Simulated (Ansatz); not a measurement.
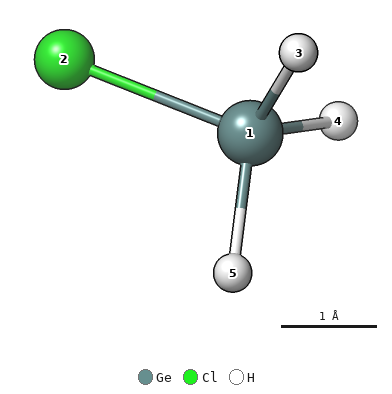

*The input geometry (ball-and-stick view, seen at a tilt; atoms are numbered from 1 in the order of the input). Sticks mark near contacts.*

# GeH₃Cl: molecular dynamics (part 1 of 3)

- system: GeH₃Cl
- method: RKS B3LYP/def2-SVP (Ansatz 0.2.0)

It belongs to a series of runs on one base structure; here: dynamics from the start. Figures and captions count atoms from 1; the log counts them from 0 in places.

Output
```
Engine: ansatz 0.2.0, aarch64-unknown-linux-gnu
Functional definition: B3LYP
  parameter a0 = 0.2
  parameter ax = 0.72
  parameter ac = 0.81
  exchange = (1 - a0 - ax)*slater_x + ax*b88_x + a0*exact_x
  correlation = (1 - ac)*vwn_rpa_c + ac*lyp_c
681 factors; integrals over basis functions are off by at most 3.6e-4 eV
mean field evaluation 1: about -69080.7115 eV, gradient 1.9e1 eV
mean field evaluation 2: about -69080.7069 eV, gradient 2.0e1 eV
mean field evaluation 4: about -69081.2188 eV, gradient 3.6e-1 eV
mean field evaluation 8: about -69081.2239 eV, gradient 1.6e-2 eV
mean field -69081.22391861 eV, -2538.6881540736 hartree, gradient 4.7e-5 eV, S^2 0.000000; 0 other end points of the search recorded, 0 dependent functions left out
the calculation of the forces begins
reference -69081.22412418 eV, -2538.6881616280 hartree; 26, 26 occupied and 39, 39 virtual orbitals, 681 factors
md step     0: t =     0.00 fs  T =   100.0 K  F+E_penalty+E_count = -69081.22391861 eV  E_kin = 0.038778 eV  conserved = -69081.18514061 eV  (25 SCF iters)
these checks for a lower state are left out or cut short: starts, cluster_reference, orbital_swaps, neighbouring_geometries, increment
681 factors; integrals over basis functions are off by at most 3.6e-4 eV
mean field evaluation 16: about -69081.2226 eV, gradient 4.3e-1 eV
mean field -69081.22282394 eV, -2538.6881138453 hartree, gradient 7.0e-6 eV, S^2 0.000000; 0 other end points of the search recorded, 0 dependent functions left out
the calculation of the forces begins
reference -69081.22302935 eV, -2538.6881213937 hartree; 26, 26 occupied and 39, 39 virtual orbitals, 681 factors
md step     1: t =     1.00 fs  T =    97.2 K  F+E_penalty+E_count = -69081.22282394 eV  E_kin = 0.037699 eV  conserved = -69081.18512544 eV  (23 SCF iters)
[... from here on the SCF iterations and repeated set-up lines of each step are left out, up to the last step ...]
md step     2: t =     2.00 fs  T =    89.5 K  F+E_penalty+E_count = -69081.21980189 eV  E_kin = 0.034723 eV  conserved = -69081.18507912 eV  (22 SCF iters)
md step     3: t =     3.00 fs  T =    78.8 K  F+E_penalty+E_count = -69081.21558399 eV  E_kin = 0.030568 eV  conserved = -69081.18501568 eV  (21 SCF iters)
md step     4: t =     4.00 fs  T =    67.6 K  F+E_penalty+E_count = -69081.21116328 eV  E_kin = 0.026207 eV  conserved = -69081.18495674 eV  (21 SCF iters)
md step     5: t =     5.00 fs  T =    58.1 K  F+E_penalty+E_count = -69081.20745989 eV  E_kin = 0.022538 eV  conserved = -69081.18492286 eV  (21 SCF iters)
md step     6: t =     6.00 fs  T =    51.8 K  F+E_penalty+E_count = -69081.20500344 eV  E_kin = 0.020080 eV  conserved = -69081.18492474 eV  (22 SCF iters)
md step     7: t =     7.00 fs  T =    48.5 K  F+E_penalty+E_count = -69081.20376890 eV  E_kin = 0.018813 eV  conserved = -69081.18495821 eV  (22 SCF iters)
md step     8: t =     8.00 fs  T =    47.0 K  F+E_penalty+E_count = -69081.20323960 eV  E_kin = 0.018236 eV  conserved = -69081.18500652 eV  (21 SCF iters)
md step     9: t =     9.00 fs  T =    45.4 K  F+E_penalty+E_count = -69081.20266222 eV  E_kin = 0.017617 eV  conserved = -69081.18504867 eV  (22 SCF iters)
md step    10: t =    10.00 fs  T =    42.1 K  F+E_penalty+E_count = -69081.20137280 eV  E_kin = 0.016310 eV  conserved = -69081.18506788 eV  (22 SCF iters)
md step    11: t =    11.00 fs  T =    36.1 K  F+E_penalty+E_count = -69081.19905927 eV  E_kin = 0.014008 eV  conserved = -69081.18505737 eV  (21 SCF iters)
md step    12: t =    12.00 fs  T =    28.0 K  F+E_penalty+E_count = -69081.19587224 eV  E_kin = 0.010859 eV  conserved = -69081.18502108 eV  (22 SCF iters)
md step    13: t =    13.00 fs  T =    19.1 K  F+E_penalty+E_count = -69081.19236916 eV  E_kin = 0.007407 eV  conserved = -69081.18497084 eV  (21 SCF iters)
md step    14: t =    14.00 fs  T =    11.4 K  F+E_penalty+E_count = -69081.18933330 eV  E_kin = 0.004421 eV  conserved = -69081.18492147 eV  (22 SCF iters)
md step    15: t =    15.00 fs  T =     6.9 K  F+E_penalty+E_count = -69081.18753758 eV  E_kin = 0.002660 eV  conserved = -69081.18488722 eV  (18 SCF iters)
md step    16: t =    16.00 fs  T =     6.8 K  F+E_penalty+E_count = -69081.18751984 eV  E_kin = 0.002652 eV  conserved = -69081.18487784 eV  (19 SCF iters)
md step    17: t =    17.00 fs  T =    11.7 K  F+E_penalty+E_count = -69081.18942734 eV  E_kin = 0.004542 eV  conserved = -69081.18489653 eV  (19 SCF iters)
md step    18: t =    18.00 fs  T =    20.7 K  F+E_penalty+E_count = -69081.19296532 eV  E_kin = 0.008038 eV  conserved = -69081.18493925 eV  (19 SCF iters)
md step    19: t =    19.00 fs  T =    32.2 K  F+E_penalty+E_count = -69081.19746169 eV  E_kin = 0.012481 eV  conserved = -69081.18499528 eV  (21 SCF iters)
md step    20: t =    20.00 fs  T =    43.8 K  F+E_penalty+E_count = -69081.20203570 eV  E_kin = 0.017004 eV  conserved = -69081.18505018 eV  (22 SCF iters)
md step    21: t =    21.00 fs  T =    53.5 K  F+E_penalty+E_count = -69081.20583079 eV  E_kin = 0.020766 eV  conserved = -69081.18508833 eV  (22 SCF iters)
md step    22: t =    22.00 fs  T =    59.8 K  F+E_penalty+E_count = -69081.20825695 eV  E_kin = 0.023188 eV  conserved = -69081.18509827 eV  (21 SCF iters)
md step    23: t =    23.00 fs  T =    62.2 K  F+E_penalty+E_count = -69081.20916807 eV  E_kin = 0.024127 eV  conserved = -69081.18507678 eV  (24 SCF iters)
md step    24: t =    24.00 fs  T =    61.7 K  F+E_penalty+E_count = -69081.20890756 eV  E_kin = 0.023918 eV  conserved = -69081.18503154 eV  (21 SCF iters)
md step    25: t =    25.00 fs  T =    60.0 K  F+E_penalty+E_count = -69081.20818424 eV  E_kin = 0.023254 eV  conserved = -69081.18498000 eV  (22 SCF iters)
md step    26: t =    26.00 fs  T =    59.1 K  F+E_penalty+E_count = -69081.20780037 eV  E_kin = 0.022914 eV  conserved = -69081.18494313 eV  (21 SCF iters)
md step    27: t =    27.00 fs  T =    60.5 K  F+E_penalty+E_count = -69081.20832696 eV  E_kin = 0.023454 eV  conserved = -69081.18493679 eV  (22 SCF iters)
md step    28: t =    28.00 fs  T =    64.4 K  F+E_penalty+E_count = -69081.20986128 eV  E_kin = 0.024968 eV  conserved = -69081.18496413 eV  (22 SCF iters)
md step    29: t =    29.00 fs  T =    69.7 K  F+E_penalty+E_count = -69081.21197902 eV  E_kin = 0.027045 eV  conserved = -69081.18501395 eV  (22 SCF iters)
md step    30: t =    30.00 fs  T =    74.6 K  F+E_penalty+E_count = -69081.21390441 eV  E_kin = 0.028927 eV  conserved = -69081.18506639 eV  (21 SCF iters)
md step    31: t =    31.00 fs  T =    76.9 K  F+E_penalty+E_count = -69081.21481674 eV  E_kin = 0.029814 eV  conserved = -69081.18510148 eV  (21 SCF iters)
md step    32: t =    32.00 fs  T =    75.2 K  F+E_penalty+E_count = -69081.21415964 eV  E_kin = 0.029162 eV  conserved = -69081.18510707 eV  (22 SCF iters)
md step    33: t =    33.00 fs  T =    69.3 K  F+E_penalty+E_count = -69081.21183370 eV  E_kin = 0.026871 eV  conserved = -69081.18508193 eV  (21 SCF iters)
md step    34: t =    34.00 fs  T =    60.1 K  F+E_penalty+E_count = -69081.20822098 eV  E_kin = 0.023315 eV  conserved = -69081.18503440 eV  (21 SCF iters)
md step    35: t =    35.00 fs  T =    49.6 K  F+E_penalty+E_count = -69081.20405894 eV  E_kin = 0.019216 eV  conserved = -69081.18497867 eV  (21 SCF iters)
md step    36: t =    36.00 fs  T =    39.8 K  F+E_penalty+E_count = -69081.20022226 eV  E_kin = 0.015435 eV  conserved = -69081.18492936 eV  (21 SCF iters)
md step    37: t =    37.00 fs  T =    32.8 K  F+E_penalty+E_count = -69081.19748704 eV  E_kin = 0.012736 eV  conserved = -69081.18489889 eV  (21 SCF iters)
md step    38: t =    38.00 fs  T =    29.9 K  F+E_penalty+E_count = -69081.19633447 eV  E_kin = 0.011593 eV  conserved = -69081.18489421 eV  (21 SCF iters)
md step    39: t =    39.00 fs  T =    31.2 K  F+E_penalty+E_count = -69081.19683938 eV  E_kin = 0.012082 eV  conserved = -69081.18491571 eV  (21 SCF iters)
md step    40: t =    40.00 fs  T =    35.8 K  F+E_penalty+E_count = -69081.19866378 eV  E_kin = 0.013870 eV  conserved = -69081.18495721 eV  (22 SCF iters)
md step    41: t =    41.00 fs  T =    42.1 K  F+E_penalty+E_count = -69081.20115589 eV  E_kin = 0.016319 eV  conserved = -69081.18500696 eV  (21 SCF iters)
md step    42: t =    42.00 fs  T =    48.1 K  F+E_penalty+E_count = -69081.20353565 eV  E_kin = 0.018663 eV  conserved = -69081.18505083 eV  (22 SCF iters)
md step    43: t =    43.00 fs  T =    52.2 K  F+E_penalty+E_count = -69081.20512376 eV  E_kin = 0.020237 eV  conserved = -69081.18507467 eV  (21 SCF iters)
md step    44: t =    44.00 fs  T =    53.3 K  F+E_penalty+E_count = -69081.20555921 eV  E_kin = 0.020687 eV  conserved = -69081.18506977 eV  (21 SCF iters)
md step    45: t =    45.00 fs  T =    51.8 K  F+E_penalty+E_count = -69081.20493240 eV  E_kin = 0.020104 eV  conserved = -69081.18503650 eV  (22 SCF iters)
md step    46: t =    46.00 fs  T =    49.0 K  F+E_penalty+E_count = -69081.20377338 eV  E_kin = 0.019005 eV  conserved = -69081.18498617 eV  (24 SCF iters)
md step    47: t =    47.00 fs  T =    46.8 K  F+E_penalty+E_count = -69081.20287170 eV  E_kin = 0.018161 eV  conserved = -69081.18493834 eV  (22 SCF iters)
md step    48: t =    48.00 fs  T =    47.2 K  F+E_penalty+E_count = -69081.20297188 eV  E_kin = 0.018296 eV  conserved = -69081.18491347 eV  (21 SCF iters)
md step    49: t =    49.00 fs  T =    51.0 K  F+E_penalty+E_count = -69081.20445819 eV  E_kin = 0.019782 eV  conserved = -69081.18492385 eV  (21 SCF iters)
md step    50: t =    50.00 fs  T =    57.9 K  F+E_penalty+E_count = -69081.20716710 eV  E_kin = 0.022459 eV  conserved = -69081.18496753 eV  (21 SCF iters)
md step    51: t =    51.00 fs  T =    66.2 K  F+E_penalty+E_count = -69081.21041810 eV  E_kin = 0.025662 eV  conserved = -69081.18502881 eV  (22 SCF iters)
md step    52: t =    52.00 fs  T =    73.4 K  F+E_penalty+E_count = -69081.21325259 eV  E_kin = 0.028455 eV  conserved = -69081.18508593 eV  (21 SCF iters)
md step    53: t =    53.00 fs  T =    77.3 K  F+E_penalty+E_count = -69081.21477155 eV  E_kin = 0.029957 eV  conserved = -69081.18511978 eV  (20 SCF iters)
md step    54: t =    54.00 fs  T =    76.4 K  F+E_penalty+E_count = -69081.21443381 eV  E_kin = 0.029635 eV  conserved = -69081.18512074 eV  (21 SCF iters)
md step    55: t =    55.00 fs  T =    70.8 K  F+E_penalty+E_count = -69081.21221030 eV  E_kin = 0.027459 eV  conserved = -69081.18509048 eV  (21 SCF iters)
md step    56: t =    56.00 fs  T =    61.6 K  F+E_penalty+E_count = -69081.20856394 eV  E_kin = 0.023879 eV  conserved = -69081.18503947 eV  (21 SCF iters)
md step    57: t =    57.00 fs  T =    50.7 K  F+E_penalty+E_count = -69081.20428850 eV  E_kin = 0.019673 eV  conserved = -69081.18498304 eV  (21 SCF iters)
md step    58: t =    58.00 fs  T =    40.5 K  F+E_penalty+E_count = -69081.20027117 eV  E_kin = 0.015713 eV  conserved = -69081.18493598 eV  (21 SCF iters)
md step    59: t =    59.00 fs  T =    32.8 K  F+E_penalty+E_count = -69081.19725341 eV  E_kin = 0.012730 eV  conserved = -69081.18491005 eV  (19 SCF iters)
md step    60: t =    60.00 fs  T =    28.7 K  F+E_penalty+E_count = -69081.19564574 eV  E_kin = 0.011130 eV  conserved = -69081.18491076 eV  (19 SCF iters)
md step    61: t =    61.00 fs  T =    28.1 K  F+E_penalty+E_count = -69081.19543913 eV  E_kin = 0.010904 eV  conserved = -69081.18493655 eV  (19 SCF iters)
md step    62: t =    62.00 fs  T =    30.1 K  F+E_penalty+E_count = -69081.19623028 eV  E_kin = 0.011661 eV  conserved = -69081.18497903 eV  (21 SCF iters)
md step    63: t =    63.00 fs  T =    32.9 K  F+E_penalty+E_count = -69081.19735518 eV  E_kin = 0.012748 eV  conserved = -69081.18502462 eV  (21 SCF iters)
md step    64: t =    64.00 fs  T =    34.7 K  F+E_penalty+E_count = -69081.19810326 eV  E_kin = 0.013472 eV  conserved = -69081.18505839 eV  (22 SCF iters)
md step    65: t =    65.00 fs  T =    34.4 K  F+E_penalty+E_count = -69081.19795840 eV  E_kin = 0.013328 eV  conserved = -69081.18506703 eV  (22 SCF iters)
md step    66: t =    66.00 fs  T =    31.5 K  F+E_penalty+E_count = -69081.19680233 eV  E_kin = 0.012204 eV  conserved = -69081.18504458 eV  (22 SCF iters)
md step    67: t =    67.00 fs  T =    27.0 K  F+E_penalty+E_count = -69081.19500313 eV  E_kin = 0.010462 eV  conserved = -69081.18499576 eV  (22 SCF iters)
md step    68: t =    68.00 fs  T =    22.9 K  F+E_penalty+E_count = -69081.19333562 eV  E_kin = 0.008861 eV  conserved = -69081.18493644 eV  (21 SCF iters)
md step    69: t =    69.00 fs  T =    21.4 K  F+E_penalty+E_count = -69081.19273047 eV  E_kin = 0.008310 eV  conserved = -69081.18488915 eV  (24 SCF iters)
md step    70: t =    70.00 fs  T =    24.6 K  F+E_penalty+E_count = -69081.19392530 eV  E_kin = 0.009527 eV  conserved = -69081.18487391 eV  (19 SCF iters)
md step    71: t =    71.00 fs  T =    32.9 K  F+E_penalty+E_count = -69081.19715568 eV  E_kin = 0.012741 eV  conserved = -69081.18489930 eV  (19 SCF iters)
md step    72: t =    72.00 fs  T =    45.3 K  F+E_penalty+E_count = -69081.20202489 eV  E_kin = 0.017564 eV  conserved = -69081.18495778 eV  (21 SCF iters)
md step    73: t =    73.00 fs  T =    59.6 K  F+E_penalty+E_count = -69081.20761889 eV  E_kin = 0.023104 eV  conserved = -69081.18502913 eV  (22 SCF iters)
md step    74: t =    74.00 fs  T =    72.9 K  F+E_penalty+E_count = -69081.21281635 eV  E_kin = 0.028263 eV  conserved = -69081.18508973 eV  (22 SCF iters)
md step    75: t =    75.00 fs  T =    82.8 K  F+E_penalty+E_count = -69081.21665629 eV  E_kin = 0.032097 eV  conserved = -69081.18512175 eV  (22 SCF iters)
md step    76: t =    76.00 fs  T =    87.9 K  F+E_penalty+E_count = -69081.21861829 eV  E_kin = 0.034090 eV  conserved = -69081.18511892 eV  (21 SCF iters)
md step    77: t =    77.00 fs  T =    88.3 K  F+E_penalty+E_count = -69081.21872653 eV  E_kin = 0.034260 eV  conserved = -69081.18508656 eV  (22 SCF iters)
md step    78: t =    78.00 fs  T =    85.3 K  F+E_penalty+E_count = -69081.21747178 eV  E_kin = 0.033083 eV  conserved = -69081.18503832 eV  (21 SCF iters)
md step    79: t =    79.00 fs  T =    80.7 K  F+E_penalty+E_count = -69081.21560452 eV  E_kin = 0.031292 eV  conserved = -69081.18498993 eV  (22 SCF iters)
md step    80: t =    80.00 fs  T =    76.4 K  F+E_penalty+E_count = -69081.21388217 eV  E_kin = 0.029630 eV  conserved = -69081.18495581 eV  (22 SCF iters)
md step    81: t =    81.00 fs  T =    73.8 K  F+E_penalty+E_count = -69081.21284170 eV  E_kin = 0.028626 eV  conserved = -69081.18494499 eV  (21 SCF iters)
md step    82: t =    82.00 fs  T =    73.4 K  F+E_penalty+E_count = -69081.21265419 eV  E_kin = 0.028449 eV  conserved = -69081.18495967 eV  (22 SCF iters)
md step    83: t =    83.00 fs  T =    74.5 K  F+E_penalty+E_count = -69081.21308833 eV  E_kin = 0.028873 eV  conserved = -69081.18499510 eV  (21 SCF iters)
md step    84: t =    84.00 fs  T =    75.7 K  F+E_penalty+E_count = -69081.21358577 eV  E_kin = 0.029351 eV  conserved = -69081.18504072 eV  (21 SCF iters)
md step    85: t =    85.00 fs  T =    75.2 K  F+E_penalty+E_count = -69081.21342992 eV  E_kin = 0.029180 eV  conserved = -69081.18508222 eV  (22 SCF iters)
md step    86: t =    86.00 fs  T =    71.5 K  F+E_penalty+E_count = -69081.21197231 eV  E_kin = 0.027725 eV  conserved = -69081.18510527 eV  (23 SCF iters)
md step    87: t =    87.00 fs  T =    63.6 K  F+E_penalty+E_count = -69081.20886200 eV  E_kin = 0.024645 eV  conserved = -69081.18509885 eV  (23 SCF iters)
md step    88: t =    88.00 fs  T =    51.7 K  F+E_penalty+E_count = -69081.20421473 eV  E_kin = 0.020058 eV  conserved = -69081.18506006 eV  (23 SCF iters)
md step    89: t =    89.00 fs  T =    37.6 K  F+E_penalty+E_count = -69081.19865290 eV  E_kin = 0.014575 eV  conserved = -69081.18499697 eV  (22 SCF iters)
md step    90: t =    90.00 fs  T =    23.7 K  F+E_penalty+E_count = -69081.19317401 eV  E_kin = 0.009176 eV  conserved = -69081.18492796 eV  (22 SCF iters)
md step    91: t =    91.00 fs  T =    12.7 K  F+E_penalty+E_count = -69081.18886159 eV  E_kin = 0.004923 eV  conserved = -69081.18487599 eV  (20 SCF iters)
md step    92: t =    92.00 fs  T =     6.7 K  F+E_penalty+E_count = -69081.18652927 eV  E_kin = 0.002611 eV  conserved = -69081.18485927 eV  (24 SCF iters)
md step    93: t =    93.00 fs  T =     6.4 K  F+E_penalty+E_count = -69081.18644026 eV  E_kin = 0.002501 eV  conserved = -69081.18488285 eV  (19 SCF iters)
md step    94: t =    94.00 fs  T =    10.9 K  F+E_penalty+E_count = -69081.18822928 eV  E_kin = 0.004240 eV  conserved = -69081.18493623 eV  (19 SCF iters)
md step    95: t =    95.00 fs  T =    18.1 K  F+E_penalty+E_count = -69081.19106407 eV  E_kin = 0.007019 eV  conserved = -69081.18499803 eV  (21 SCF iters)
md step    96: t =    96.00 fs  T =    25.5 K  F+E_penalty+E_count = -69081.19397143 eV  E_kin = 0.009887 eV  conserved = -69081.18504620 eV  (21 SCF iters)
md step    97: t =    97.00 fs  T =    31.2 K  F+E_penalty+E_count = -69081.19618175 eV  E_kin = 0.012089 eV  conserved = -69081.18506614 eV  (21 SCF iters)
md step    98: t =    98.00 fs  T =    34.3 K  F+E_penalty+E_count = -69081.19736112 eV  E_kin = 0.013294 eV  conserved = -69081.18505479 eV  (22 SCF iters)
md step    99: t =    99.00 fs  T =    35.2 K  F+E_penalty+E_count = -69081.19766485 eV  E_kin = 0.013647 eV  conserved = -69081.18501980 eV  (22 SCF iters)
md step   100: t =   100.00 fs  T =    35.2 K  F+E_penalty+E_count = -69081.19762487 eV  E_kin = 0.013667 eV  conserved = -69081.18497532 eV  (22 SCF iters)
md step   101: t =   101.00 fs  T =    36.2 K  F+E_penalty+E_count = -69081.19793260 eV  E_kin = 0.014030 eV  conserved = -69081.18493635 eV  (22 SCF iters)
md step   102: t =   102.00 fs  T =    39.5 K  F+E_penalty+E_count = -69081.19919741 eV  E_kin = 0.015332 eV  conserved = -69081.18491564 eV  (21 SCF iters)
md step   103: t =   103.00 fs  T =    46.1 K  F+E_penalty+E_count = -69081.20174428 eV  E_kin = 0.017894 eV  conserved = -69081.18492031 eV  (19 SCF iters)
md step   104: t =   104.00 fs  T =    55.8 K  F+E_penalty+E_count = -69081.20549987 eV  E_kin = 0.021642 eV  conserved = -69081.18495054 eV  (21 SCF iters)
md step   105: t =   105.00 fs  T =    67.3 K  F+E_penalty+E_count = -69081.20998778 eV  E_kin = 0.026109 eV  conserved = -69081.18499981 eV  (21 SCF iters)
md step   106: t =   106.00 fs  T =    78.7 K  F+E_penalty+E_count = -69081.21443197 eV  E_kin = 0.030531 eV  conserved = -69081.18505592 eV  (22 SCF iters)
md step   107: t =   107.00 fs  T =    87.8 K  F+E_penalty+E_count = -69081.21794895 eV  E_kin = 0.034038 eV  conserved = -69081.18510426 eV  (22 SCF iters)
md step   108: t =   108.00 fs  T =    92.6 K  F+E_penalty+E_count = -69081.21978483 eV  E_kin = 0.035890 eV  conserved = -69081.18513004 eV  (23 SCF iters)
md step   109: t =   109.00 fs  T =    92.1 K  F+E_penalty+E_count = -69081.21954431 eV  E_kin = 0.035699 eV  conserved = -69081.18512362 eV  (22 SCF iters)
md step   110: t =   110.00 fs  T =    86.6 K  F+E_penalty+E_count = -69081.21733882 eV  E_kin = 0.033575 eV  conserved = -69081.18508441 eV  (22 SCF iters)
md step   111: t =   111.00 fs  T =    77.7 K  F+E_penalty+E_count = -69081.21379023 eV  E_kin = 0.030126 eV  conserved = -69081.18502319 eV  (21 SCF iters)
md step   112: t =   112.00 fs  T =    67.8 K  F+E_penalty+E_count = -69081.20985881 eV  E_kin = 0.026292 eV  conserved = -69081.18496010 eV  (21 SCF iters)
md step   113: t =   113.00 fs  T =    59.4 K  F+E_penalty+E_count = -69081.20652985 eV  E_kin = 0.023036 eV  conserved = -69081.18491732 eV  (21 SCF iters)
md step   114: t =   114.00 fs  T =    54.2 K  F+E_penalty+E_count = -69081.20447001 eV  E_kin = 0.021010 eV  conserved = -69081.18490990 eV  (22 SCF iters)
md step   115: t =   115.00 fs  T =    52.4 K  F+E_penalty+E_count = -69081.20379695 eV  E_kin = 0.020334 eV  conserved = -69081.18493839 eV  (24 SCF iters)
md step   116: t =   116.00 fs  T =    53.1 K  F+E_penalty+E_count = -69081.20407042 eV  E_kin = 0.020583 eV  conserved = -69081.18498856 eV  (22 SCF iters)
md step   117: t =   117.00 fs  T =    54.1 K  F+E_penalty+E_count = -69081.20450861 eV  E_kin = 0.020998 eV  conserved = -69081.18503848 eV  (21 SCF iters)
md step   118: t =   118.00 fs  T =    53.7 K  F+E_penalty+E_count = -69081.20432665 eV  E_kin = 0.020813 eV  conserved = -69081.18506800 eV  (22 SCF iters)
md step   119: t =   119.00 fs  T =    50.4 K  F+E_penalty+E_count = -69081.20305000 eV  E_kin = 0.019563 eV  conserved = -69081.18506656 eV  (21 SCF iters)
md step   120: t =   120.00 fs  T =    44.5 K  F+E_penalty+E_count = -69081.20068359 eV  E_kin = 0.017252 eV  conserved = -69081.18503562 eV  (21 SCF iters)
md step   121: t =   121.00 fs  T =    37.0 K  F+E_penalty+E_count = -69081.19769554 eV  E_kin = 0.014334 eV  conserved = -69081.18498627 eV  (21 SCF iters)
md step   122: t =   122.00 fs  T =    29.8 K  F+E_penalty+E_count = -69081.19484760 eV  E_kin = 0.011554 eV  conserved = -69081.18493475 eV  (22 SCF iters)
md step   123: t =   123.00 fs  T =    25.0 K  F+E_penalty+E_count = -69081.19294559 eV  E_kin = 0.009705 eV  conserved = -69081.18489617 eV  (22 SCF iters)
md step   124: t =   124.00 fs  T =    24.2 K  F+E_penalty+E_count = -69081.19259547 eV  E_kin = 0.009382 eV  conserved = -69081.18488161 eV  (23 SCF iters)
md step   125: t =   125.00 fs  T =    27.9 K  F+E_penalty+E_count = -69081.19402751 eV  E_kin = 0.010815 eV  conserved = -69081.18489514 eV  (22 SCF iters)
md step   126: t =   126.00 fs  T =    35.6 K  F+E_penalty+E_count = -69081.19702964 eV  E_kin = 0.013795 eV  conserved = -69081.18493350 eV  (22 SCF iters)
md step   127: t =   127.00 fs  T =    45.7 K  F+E_penalty+E_count = -69081.20099752 eV  E_kin = 0.017732 eV  conserved = -69081.18498718 eV  (22 SCF iters)
```
